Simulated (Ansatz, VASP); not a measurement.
**C (Graphite): VASP beside Ansatz**

Wanted: the spread between two codes on one cell, functional and k mesh. The cell comes out of earlier VASP steps on this material, which relaxed, scaled or displaced it; both programs get it as it stands.

Program: Ansatz 0.2.0. Level of theory: plane waves, with VASP 6.6.1 beside it; zone-centre phonons at LDA. Results are calculated unless marked as measured.

## (1) Starting point

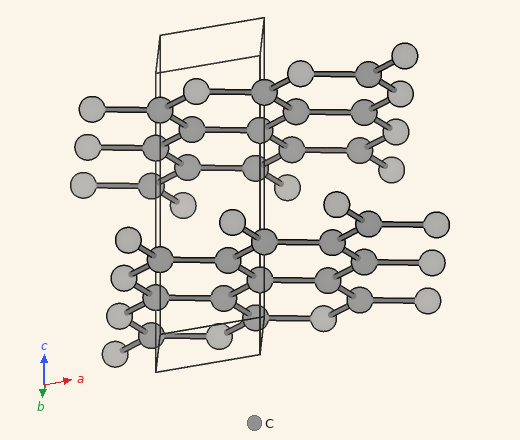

The cell as given, from a free direction (carbon grey). 2×2×1 cells are drawn. Some periodic images of atoms are drawn too.

## (2) VASP: zone-centre phonons, LDA

Second derivatives magnify differences that forces hide, and they need a tight electronic threshold.

Lines of VASP's logs that name or quote its potential files are left out, and so is its time.

The input, INCAR:

```
SYSTEM = C
PREC = Accurate
ENCUT = 520
EDIFF = 1E-08
NELM = 100
ISMEAR = 1
SIGMA = 0.2
LREAL = .FALSE.
ALGO = Normal
GGA = CA
NBANDS = 14
LORBIT = 11
LWAVE = .FALSE.
LCHARG = .FALSE.
KPAR = 4
IBRION = 8
ISIF = 2
```

The input, POSCAR:

```
C
1.0
    2.4474146795      0.0000000000      0.0000000000
   -1.2237073397      2.1195232860      0.0000000000
    0.0000000000      0.0000000000      6.5584365241
C
4
Direct
    0.0000000000      0.0000000000      0.7500000000
    0.0000000000      0.0000000000      0.2500000000
    0.3333333333      0.6666666667      0.7500000000
    0.6666666667      0.3333333333      0.2500000000
```

The input, KPOINTS:

```
Automatic mesh
0
Gamma
18 18 6
0 0 0
```

The projector-augmented-wave data sets are C (LDA family, release 64).

Started as:

```bash
> mpirun -np 4 vasp_std
```

Numbers of over 12 decimals in the logs are rounded to 6 here.

What it wrote:

```text
[banner, memory and clock lines left out]
running    4 mpi-ranks, on    1 nodes
 distrk:  each k-point on    1 cores,    4 groups
 distr:  one band on    1 cores,    1 groups

 POSCAR found type information on POSCAR C
 POSCAR found :  1 types and       4 ions
 LDA part: xc-table for (Slater(with rela. corr.)+CA(PZ))
 , standard interpolation
 POSCAR, INCAR and KPOINTS ok, starting setup
 FFT: planning ... GRIDC
 FFT: planning ... GRID_SOFT
 FFT: planning ... GRID
 WAVECAR not read
 entering main loop
       N       E                     dE             d eps       ncg     rms          rms(c)
DAV:   1     0.327448157797E+02    0.32745E+02   -0.82400E+03  4144   0.106E+03
DAV:   2    -0.401992638535E+02   -0.72944E+02   -0.66591E+02  5656   0.206E+02
DAV:   3    -0.432681366851E+02   -0.30689E+01   -0.30477E+01  5470   0.399E+01
DAV:   4    -0.433005433866E+02   -0.32407E-01   -0.32393E-01  5004   0.490E+00
DAV:   5    -0.433012100896E+02   -0.66670E-03   -0.66622E-03  5612   0.660E-01    0.940E+00
DAV:   6    -0.411143020507E+02    0.21869E+01   -0.18336E+00  4804   0.891E+00    0.534E+00
DAV:   7    -0.404455066237E+02    0.66880E+00   -0.19712E+00  4804   0.943E+00    0.147E+00
DAV:   8    -0.404481140266E+02   -0.26074E-02   -0.92256E-02  4990   0.198E+00    0.336E-01
DAV:   9    -0.404463137423E+02    0.18003E-02   -0.35991E-03  5260   0.436E-01    0.987E-02
DAV:  10    -0.404462876183E+02    0.26124E-04   -0.34759E-04  5068   0.135E-01    0.319E-02
DAV:  11    -0.404462877062E+02   -0.87849E-07   -0.11092E-05  5092   0.263E-02    0.796E-03
DAV:  12    -0.404462876172E+02    0.88988E-07   -0.27926E-07  5472   0.421E-03    0.149E-03
DAV:  13    -0.404462876502E+02   -0.33059E-07   -0.33956E-08  5008   0.154E-03    0.794E-04
DAV:  14    -0.404462876522E+02   -0.19586E-08   -0.11732E-08  3564   0.787E-04
   1 F= -.40446288E+02 E0= -.40446041E+02  d E =-.738816E-03
 Linear response reoptimize wavefunctions to high precision
DAV:   1    -0.404462876530E+02   -0.81400E-09   -0.18740E-09  3856   0.382E-04
DAV:   2    -0.404462876530E+02   -0.86402E-11   -0.17292E-10  3170   0.118E-04
 Linear response DOF=           4
 Linear response progress:
  Degree of freedom:   1/  4
       N       E                     dE             d eps       ncg     rms          rms(c)
RMM:   1    -0.131645580340E+00   -0.13165E+00   -0.84891E-03 42457   0.229E+00
RMM:   2    -0.117468007151E+00    0.14178E-01   -0.26929E-03 30325   0.498E-01    0.245E-01
RMM:   3    -0.117471980469E+00   -0.39733E-05   -0.86756E-05 29684   0.185E-01    0.132E-01
RMM:   4    -0.118464673328E+00   -0.99269E-03   -0.23759E-04 28184   0.184E-01    0.148E-02
RMM:   5    -0.118461480083E+00    0.31932E-05   -0.46900E-05 32716   0.264E-02    0.173E-03
RMM:   6    -0.118462685336E+00   -0.12053E-05   -0.22647E-07 33451   0.328E-03    0.642E-04
RMM:   7    -0.118456745270E+00    0.59401E-05    0.12468E-05 33371   0.975E-04    0.180E-04
RMM:   8    -0.118458385067E+00   -0.16398E-05    0.15589E-06 34065   0.412E-04    0.254E-05
RMM:   9    -0.118458364007E+00    0.21060E-07   -0.18560E-06 35058   0.210E-04    0.568E-06
RMM:  10    -0.118458396204E+00   -0.32197E-07   -0.14520E-06 34692   0.169E-04    0.258E-06
RMM:  11    -0.118458404998E+00   -0.87945E-08   -0.17490E-06 33616   0.158E-04    0.154E-06
RMM:  12    -0.118458348471E+00    0.56528E-07   -0.13431E-06 31056   0.155E-04    0.246E-07
RMM:  13    -0.118458327696E+00    0.20775E-07   -0.17719E-06 25023   0.154E-04    0.484E-08
 first order change of Fermi-energy  -0.19723E-03
 force on displaced ion       1 direction 1 : -55.907  -0.365   0.000
 Linear response progress:
  Degree of freedom:   2/  4
       N       E                     dE             d eps       ncg     rms          rms(c)
RMM:   1    -0.136491598116E+00   -0.13649E+00    0.64390E-02 10477   0.203E+00
RMM:   2    -0.136865646484E+00   -0.37405E-03   -0.16542E-03  8742   0.272E-01    0.198E-01
RMM:   3    -0.136646243374E+00    0.21940E-03   -0.53625E-04  8285   0.148E-01    0.103E-01
RMM:   4    -0.136903258186E+00   -0.25701E-03   -0.26038E-04  8793   0.102E-01    0.228E-02
RMM:   5    -0.136810726891E+00    0.92531E-04   -0.37584E-05  9582   0.226E-02    0.290E-03
RMM:   6    -0.136798599910E+00    0.12127E-04    0.23619E-07 10081   0.426E-03    0.849E-04
RMM:   7    -0.136787943697E+00    0.10656E-04   -0.59033E-07  9155   0.152E-03    0.227E-04
RMM:   8    -0.136787443986E+00    0.49971E-06   -0.24575E-07 10516   0.441E-04    0.393E-05
RMM:   9    -0.136787662195E+00   -0.21821E-06   -0.71535E-08 10592   0.187E-04    0.102E-05
RMM:  10    -0.136787664952E+00   -0.27571E-08   -0.70765E-08 10703   0.154E-04    0.152E-06
 first order change of Fermi-energy   0.79820E-04
 force on displaced ion       1 direction 3 :  -0.000  -0.000 -17.323
 Linear response progress:
  Degree of freedom:   3/  4
       N       E                     dE             d eps       ncg     rms          rms(c)
RMM:   1    -0.132158019927E+00   -0.13216E+00   -0.13103E-02 42446   0.229E+00
RMM:   2    -0.117833879834E+00    0.14324E-01   -0.55828E-03 30323   0.497E-01    0.246E-01
RMM:   3    -0.117688136880E+00    0.14574E-03   -0.15547E-03 29634   0.186E-01    0.132E-01
RMM:   4    -0.118658093403E+00   -0.96996E-03   -0.14259E-03 28237   0.185E-01    0.148E-02
RMM:   5    -0.118530035786E+00    0.12806E-03    0.13400E-05 32678   0.264E-02    0.174E-03
RMM:   6    -0.118537145797E+00   -0.71100E-05    0.44323E-06 33343   0.328E-03    0.644E-04
RMM:   7    -0.118531855988E+00    0.52898E-05    0.11389E-05 33231   0.960E-04    0.182E-04
RMM:   8    -0.118533449695E+00   -0.15937E-05    0.94142E-07 34070   0.386E-04    0.265E-05
RMM:   9    -0.118533102296E+00    0.34740E-06    0.21524E-06 35024   0.185E-04    0.714E-06
RMM:  10    -0.118533147615E+00   -0.45319E-07    0.94989E-07 34647   0.144E-04    0.258E-06
RMM:  11    -0.118533137017E+00    0.10598E-07    0.10301E-06 33963   0.133E-04    0.681E-07
RMM:  12    -0.118533152638E+00   -0.15621E-07    0.86480E-07 29170   0.129E-04    0.967E-08
 first order change of Fermi-energy   0.18097E-03
 force on displaced ion       3 direction 1 : -55.876  -0.367   0.000
 Linear response progress:
  Degree of freedom:   4/  4
       N       E                     dE             d eps       ncg     rms          rms(c)
RMM:   1    -0.137109445599E+00   -0.13711E+00    0.63033E-02 10601   0.203E+00
RMM:   2    -0.137498441596E+00   -0.38900E-03   -0.14475E-03  8693   0.269E-01    0.197E-01
RMM:   3    -0.137290123820E+00    0.20832E-03   -0.58179E-04  8259   0.151E-01    0.101E-01
RMM:   4    -0.137555027721E+00   -0.26490E-03   -0.25963E-04  8789   0.104E-01    0.227E-02
RMM:   5    -0.137463618957E+00    0.91409E-04   -0.62520E-06  9655   0.225E-02    0.291E-03
RMM:   6    -0.137456938039E+00    0.66809E-05   -0.18500E-06 10085   0.453E-03    0.896E-04
RMM:   7    -0.137444942737E+00    0.11995E-04    0.12887E-07  9166   0.169E-03    0.230E-04
RMM:   8    -0.137444456191E+00    0.48655E-06    0.25583E-09 10489   0.480E-04    0.388E-05
RMM:   9    -0.137444728614E+00   -0.27242E-06   -0.10725E-07 10528   0.206E-04    0.117E-05
RMM:  10    -0.137444706948E+00    0.21666E-07   -0.39965E-08 10746   0.174E-04    0.152E-06
RMM:  11    -0.137444730388E+00   -0.23439E-07   -0.42129E-08 10228   0.164E-04    0.535E-07
RMM:  12    -0.137444716653E+00    0.13735E-07   -0.31799E-08  8481   0.162E-04    0.778E-08
 first order change of Fermi-energy   0.77497E-04
 force on displaced ion       3 direction 3 :   0.000   0.000 -17.518
 Linear response finished
```

Parts of OUTCAR (step 2):

```text
ion  position               nearest neighbor table
   1  0.000  0.000  0.750-   3 1.41   3 1.41   3 1.41
   2  0.000  0.000  0.250-   4 1.41   4 1.41   4 1.41
   3  0.333  0.667  0.750-   1 1.41   1 1.41   1 1.41
   4  0.667  0.333  0.250-   2 1.41   2 1.41   2 1.41

  LATTYP: Found a hexagonal cell.
 ALAT       =     2.4474146795
 C/A-ratio  =     2.6797406173

 Subroutine GETGRP returns: Found 24 space group operations
 (whereof 12 operations were pure point group operations)

The static configuration has the point symmetry D_3d.
 The point group associated with its full space group is D_6h.

 Found    148 irreducible k-points:

   k-points           NKPTS =    148   k-points in BZ     NKDIM =    148   number of bands    NBANDS=     14

   dimension x,y,z NGX =    18 NGY =   18 NGZ =   50
   dimension x,y,z NGXF=    36 NGYF=   36 NGZF=  100

   ENCUT  =  520.0 eV  38.22 Ry    6.18 a.u.   4.55  4.55 12.19*2*pi/ulx,y,z

   NELECT =      16.0000    total number of electrons

 k-points in reciprocal lattice and weights: Automatic mesh
   0.00000000  0.00000000  0.00000000       0.001
   0.05555556 -0.00000000  0.00000000       0.003
   0.11111111 -0.00000000  0.00000000       0.003
   0.16666667  0.00000000  0.00000000       0.003
   0.22222222 -0.00000000  0.00000000       0.003
   0.27777778 -0.00000000  0.00000000       0.003
   0.33333333 -0.00000000  0.00000000       0.003
   0.38888889 -0.00000000  0.00000000       0.003
   0.44444444 -0.00000000  0.00000000       0.003
[...]
0.33333333  0.27777778  0.50000000       0.006
   0.33333333  0.33333333  0.50000000       0.001

 average (electrostatic) potential at core
       1 -54.6261       2 -54.6261       3 -54.5870       4 -54.5870

  Total       -0.0220729     -0.0220729      0.0688291     -0.0000000      0.0000000      0.0000000
  in kB       -1.0394996     -1.0394996      3.2414283     -0.0000000      0.0000000      0.0000000
  external PRESSURE =       0.3874764 kB  Pullay stress =       0.0000000 kB

  energy-cutoff  :      520.00
  volume of cell :       34.02
      direct lattice vectors                 reciprocal lattice vectors
     2.447414680  0.000000000  0.000000000     0.408594428  0.235902103  0.000000000
    -1.223707340  2.119523286  0.000000000     0.000000000  0.471804206  0.000000000
     0.000000000  0.000000000  6.558436524     0.000000000  0.000000000  0.152475365

 POSITION                                       TOTAL-FORCE (eV/Angst)
 -----------------------------------------------------------------------------------
      0.00000      0.00000      4.91883         0.000000      0.000000     -0.000000
      0.00000      0.00000      1.63961        -0.000000     -0.000000     -0.000000
     -0.00000      1.41302      4.91883        -0.000000      0.000000      0.000000
      1.22371      0.70651      1.63961         0.000000     -0.000000     -0.000000
 -----------------------------------------------------------------------------------
    total drift:                               -0.000000      0.000000      0.000000

 Eigenvectors and eigenvalues of the dynamical matrix
 ----------------------------------------------------

   1 f  =   47.743913 THz   299.983854 2PiTHz 1592.565520 cm-1   197.452870 meV
             X         Y         Z           dx          dy          dz
      0.000000  0.000000  4.918827     0.453203    0.211348    0.000000
      0.000000  0.000000  1.639609     0.453203    0.211348    0.000000
     -0.000000  1.413016  4.918827    -0.453093   -0.211297    0.000000
      1.223707  0.706508  1.639609    -0.453093   -0.211297   -0.000000

   2 f  =   47.743913 THz   299.983854 2PiTHz 1592.565520 cm-1   197.452870 meV
             X         Y         Z           dx          dy          dz
      0.000000  0.000000  4.918827     0.211348   -0.453203    0.000000
      0.000000  0.000000  1.639609     0.211348   -0.453203   -0.000000
     -0.000000  1.413016  4.918827    -0.211297    0.453093    0.000000
      1.223707  0.706508  1.639609    -0.211297    0.453093    0.000000

   3 f  =   47.626067 THz   299.243406 2PiTHz 1588.634605 cm-1   196.965499 meV
             X         Y         Z           dx          dy          dz
      0.000000  0.000000  4.918827    -0.453218   -0.211357    0.000000
      0.000000  0.000000  1.639609     0.453218    0.211357    0.000000
     -0.000000  1.413016  4.918827     0.453076    0.211290    0.000000
      1.223707  0.706508  1.639609    -0.453076   -0.211290   -0.000000

   4 f  =   47.626067 THz   299.243406 2PiTHz 1588.634605 cm-1   196.965499 meV
             X         Y         Z           dx          dy          dz
      0.000000  0.000000  4.918827    -0.211357    0.453218    0.000000
      0.000000  0.000000  1.639609     0.211357   -0.453218   -0.000000
     -0.000000  1.413016  4.918827     0.211290   -0.453076   -0.000000
      1.223707  0.706508  1.639609    -0.211290    0.453076    0.000000

   5 f  =   26.602197 THz   167.146535 2PiTHz  887.353786 cm-1   110.017798 meV
             X         Y         Z           dx          dy          dz
      0.000000  0.000000  4.918827     0.000000   -0.000000   -0.499998
      0.000000  0.000000  1.639609    -0.000000    0.000000   -0.499998
     -0.000000  1.413016  4.918827     0.000000    0.000000    0.500002
      1.223707  0.706508  1.639609    -0.000000    0.000000    0.500002

   6 f  =   26.402502 THz   165.891814 2PiTHz  880.692674 cm-1   109.191926 meV
             X         Y         Z           dx          dy          dz
      0.000000  0.000000  4.918827     0.000000    0.000000   -0.497092
      0.000000  0.000000  1.639609    -0.000000   -0.000000    0.497092
     -0.000000  1.413016  4.918827     0.000000   -0.000000    0.502892
      1.223707  0.706508  1.639609    -0.000000   -0.000000   -0.502892

   7 f  =    3.620120 THz    22.745888 2PiTHz  120.754220 cm-1    14.971608 meV
             X         Y         Z           dx          dy          dz
      0.000000  0.000000  4.918827     0.000000    0.000000   -0.502892
      0.000000  0.000000  1.639609    -0.000000   -0.000000    0.502892
     -0.000000  1.413016  4.918827     0.000000    0.000000   -0.497092
      1.223707  0.706508  1.639609    -0.000000   -0.000000    0.497092

   8 f  =    1.177189 THz     7.396497 2PiTHz   39.266801 cm-1     4.868461 meV
             X         Y         Z           dx          dy          dz
      0.000000  0.000000  4.918827     0.453239    0.210941    0.000000
      0.000000  0.000000  1.639609    -0.453239   -0.210941    0.000000
     -0.000000  1.413016  4.918827     0.453381    0.211008    0.000000
      1.223707  0.706508  1.639609    -0.453381   -0.211008    0.000000

   9 f  =    1.177189 THz     7.396497 2PiTHz   39.266801 cm-1     4.868461 meV
             X         Y         Z           dx          dy          dz
      0.000000  0.000000  4.918827     0.210941   -0.453239   -0.000000
      0.000000  0.000000  1.639609    -0.210941    0.453239   -0.000000
     -0.000000  1.413016  4.918827     0.211008   -0.453381   -0.000000
      1.223707  0.706508  1.639609    -0.211008    0.453381   -0.000000

  10 f/i=    0.000098 THz     0.000614 2PiTHz    0.003259 cm-1     0.000404 meV
             X         Y         Z           dx          dy          dz
      0.000000  0.000000  4.918827    -0.000000    0.000000   -0.500002
      0.000000  0.000000  1.639609    -0.000000    0.000000   -0.500002
     -0.000000  1.413016  4.918827    -0.000000    0.000000   -0.499998
      1.223707  0.706508  1.639609    -0.000000    0.000000   -0.499998

  11 f/i=    0.005814 THz     0.036532 2PiTHz    0.193944 cm-1     0.024046 meV
             X         Y         Z           dx          dy          dz
      0.000000  0.000000  4.918827    -0.469457   -0.171898   -0.000000
      0.000000  0.000000  1.639609    -0.469457   -0.171898   -0.000000
     -0.000000  1.413016  4.918827    -0.469572   -0.171940   -0.000000
      1.223707  0.706508  1.639609    -0.469572   -0.171940   -0.000000

  12 f/i=    0.005814 THz     0.036532 2PiTHz    0.193944 cm-1     0.024046 meV
             X         Y         Z           dx          dy          dz
      0.000000  0.000000  4.918827     0.171898   -0.469457   -0.000000
      0.000000  0.000000  1.639609     0.171898   -0.469457   -0.000000
     -0.000000  1.413016  4.918827     0.171940   -0.469572   -0.000000
      1.223707  0.706508  1.639609     0.171940   -0.469572   -0.000000

 ELASTIC MODULI CONTR FROM IONIC RELAXATION (kBar)
 Direction    XX          YY          ZZ          XY          YZ          ZX
 --------------------------------------------------------------------------------
 XX        -275.1032    275.1032     -0.0000     -0.0000      0.0000     -0.0000
 YY         275.1032   -275.1032      0.0000     -0.0000      0.0000      0.0000
 ZZ          -0.0000      0.0000     -0.0000      0.0000      0.0000     -0.0000
 XY          -0.0000     -0.0000      0.0000   -275.1032      0.0000     -0.0000
 YZ           0.0000      0.0000      0.0000      0.0000      0.0000      0.0000
 ZX          -0.0000      0.0000     -0.0000     -0.0000      0.0000     -0.0000
 --------------------------------------------------------------------------------
```

(Part 1 of 2 ends here.)

[Lines on the potential files, build, host, timing and source positions are cut from VASP's logs without a mark.]

[Logs are printed without paths, hosts, clocks, repeated set-up lines and the standing remarks that a program may print on its own settings, such as how far it seeks lower states.]

[Hosts, paths, dates, database ids (printed as entryN), source tags and the programs' standing remarks are cut or masked in the printed files.]
